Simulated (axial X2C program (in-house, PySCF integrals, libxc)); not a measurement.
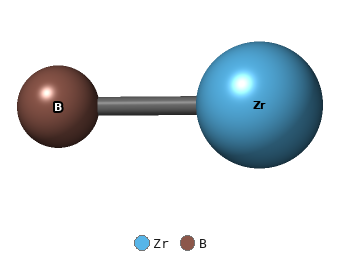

Fig. 1: The molecule at the reference distance of 2.146 Å.

**ZrB⁺: relativistic diatomic calculation**

ZrB⁺. The reference is closed-shell ZrB⁺; the roots are vertical excitation energies. The distance is the PBE0 minimum at charge 1. Computed at this level: EOM-EE-CCSD, two-component X2C with atomic mean-field Coulomb and Gaunt terms, Zr dyall-acv3z, B dyall-av3z (cores contracted) (axial X2C program (in-house, PySCF integrals, libxc)).

### Input file
```
{"zs": [40, 5], "q": 1, "bas": ["dyall-acv3z", "dyall-av3z"], "r0": 2.39, "eom": "ee", "thr": -2.0, "nmax": 88}
```

The line is the task of a batch: nuclear charges, charge, bases, a first guess of the distance and further settings. This report covers the levels named above. The log is that of the reference distance 2.146 Å.

Launched within a batch (the task file carries these settings):
```bash
python <driver script> task.json out
```

### Log
```
two-component X2C + atomic mean field  HF
basis functions 228  fitting functions 1075  grid points 5079
iter        total energy     max residual
   1      -3619.126497445     2.51e-01
   2      -3619.147536440     4.42e-03
   3      -3619.148248208     2.88e-03
   4      -3619.148696427     1.49e-03
   5      -3619.148870393     5.83e-04
   6      -3619.148979131     6.01e-04
   7      -3619.149046464     5.99e-04
   8      -3619.149128927     6.05e-04
   9      -3619.149224347     6.02e-04
  10      -3619.149357528     5.95e-04
  11      -3619.149434698     5.91e-04
  12      -3619.149461040     5.91e-04
  13      -3619.149240108     6.06e-04
  14      -3619.148943368     5.93e-04
  15      -3619.148825456     5.71e-04
  16      -3619.148645733     5.70e-04
  17      -3619.148584572     5.57e-04
  18      -3619.148406181     5.15e-04
  19      -3619.147822890     6.65e-04
  20      -3619.148364930     4.88e-04
  21      -3619.148128932     5.53e-04
  22      -3619.147556790     1.15e-03
  23      -3619.126497445     4.01e-01
  24      -3619.147539774     7.04e-03
  25      -3619.148274550     2.36e-02
  26      -3619.148815539     6.20e-03
  27      -3619.148933079     1.47e-03
  28      -3619.149105986     7.38e-03
  29      -3619.149357743     1.05e-02
  30      -3619.149883271     1.32e-02
  31      -3619.150357512     9.89e-03
  32      -3619.150959862     1.73e-03
  33      -3619.151204280     3.85e-03
  34      -3619.151371950     3.41e-03
  35      -3619.151965285     2.56e-03
  36      -3619.152419637     3.08e-03
  37      -3619.152898078     4.13e-03
  38      -3619.153281037     1.38e-03
  39      -3619.153397582     1.32e-03
  40      -3619.153628708     2.57e-03
  41      -3619.153769098     2.33e-03
  42      -3619.153842677     8.36e-04
  43      -3619.153876617     4.45e-04
  44      -3619.153888982     4.58e-04
  45      -3619.153895511     1.76e-04
  46      -3619.153898021     8.70e-05
  47      -3619.153899013     9.51e-05
  48      -3619.153899307     4.41e-05
  49      -3619.153899363     8.68e-06
  50      -3619.153899369     4.45e-06
  51      -3619.153899369     2.61e-06
  52      -3619.153899369     6.03e-07
converged
one-electron -5084.26501769  Coulomb 1534.03108933  exact exchange -116.63915729  xc functional 0.00000000  nuclear repulsion 49.31754063  atomic mean-field constant -1.59835435
correlated 14  virtual 338  natural virtual 88  E(MP2) -0.415475221  MP2 remainder -0.085548838
iter   CCSD correlation   residual
   1     -0.337668830   2.05e-01
   2     -0.351456258   1.17e-01
   3     -0.360585765   7.13e-02
   4     -0.362154283   3.62e-02
   5     -0.363392117   2.06e-02
   6     -0.364067472   1.38e-02
   7     -0.364271671   9.63e-03
   8     -0.364565830   7.31e-03
   9     -0.364585437   5.61e-03
  10     -0.364732338   4.25e-03
  11     -0.364734617   3.01e-03
  12     -0.364786795   2.15e-03
  13     -0.364794257   1.53e-03
  14     -0.364811653   1.16e-03
  15     -0.364819740   9.02e-04
  16     -0.364828729   6.46e-04
  17     -0.364833394   4.40e-04
  18     -0.364835300   3.38e-04
  19     -0.364834606   2.77e-04
  20     -0.364836743   2.35e-04
  21     -0.364835456   1.93e-04
  22     -0.364838209   1.46e-04
  23     -0.364837970   1.04e-04
  24     -0.364839232   7.26e-05
  25     -0.364839526   4.70e-05
  26     -0.364839626   3.41e-05
  27     -0.364839478   2.81e-05
  28     -0.364839490   2.46e-05
  29     -0.364839013   2.07e-05
  30     -0.364838920   1.61e-05
  31     -0.364838543   1.20e-05
  32     -0.364838477   9.02e-06
  33     -0.364838366   7.01e-06
  34     -0.364838273   5.74e-06
  35     -0.364838187   4.49e-06
  36     -0.364838151   3.20e-06
  37     -0.364838083   2.36e-06
  38     -0.364838088   1.63e-06
(T) -0.021708886201219482  T1 0.1146  D1 0.2517  max T2 0.058
EOM-EE-CCSD roots
2*Omega      energy/Eh   energy/eV  one-particle weight
    0       0.00001732      0.0005      0.934
    0       0.01680541      0.4573      0.908
    0       0.01757460      0.4782      0.940
    0       0.02514579      0.6843      0.935
    0       0.03919768      1.0666      0.915
    2       0.00647287      0.1761      0.923
    2       0.01831948      0.4985      0.940
    2       0.01889770      0.5142      0.939
    2       0.03482404      0.9476      0.939
    4       0.01237872      0.3368      0.912
    4       0.02244107      0.6107      0.933
    4       0.03421944      0.9312      0.896
    6       0.02421067      0.6588      0.944
```

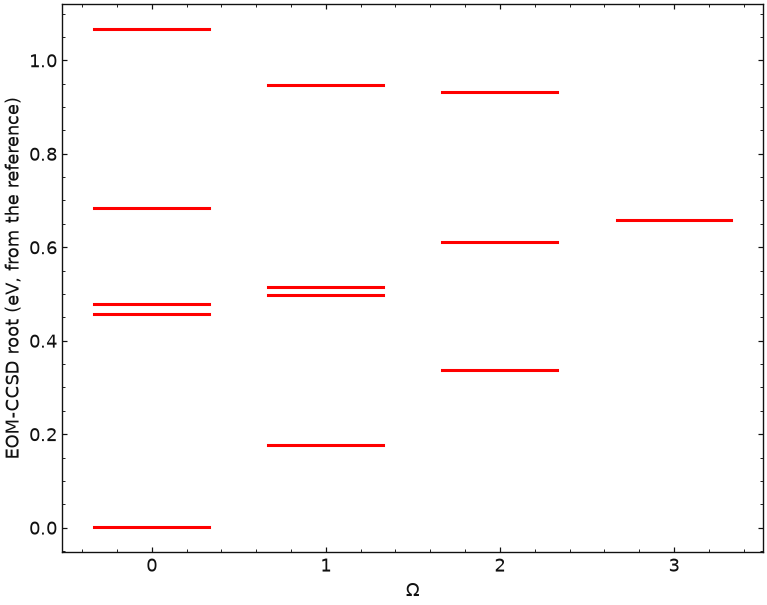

Fig. 2: EOM-CCSD roots by Ω at 2.15 Å. The lowest has Ω = 0 and lies at 0.000 eV, with one-particle weight 0.93.

### Results in brief

```tsv
quantity	value
outcome	converged
HF energy of the reference ZrB⁺	−3619.15390 hartree
MP2 energy of the reference ZrB⁺	−3619.56937 hartree
CCSD energy of the reference ZrB⁺ (with the MP2 share of the virtual spinors left out of the coupled-cluster step)	−3619.60429 hartree
CCSD(T) energy of the reference ZrB⁺	−3619.62600 hartree
T1 diagnostic (spinor form; for a closed shell √2 times the usual value)	0.115
hardware	1 thread of Arm Neoverse N1, 98 GiB of memory available, shared host
wall time	2.2 min
peak memory	0.86 GiB
```
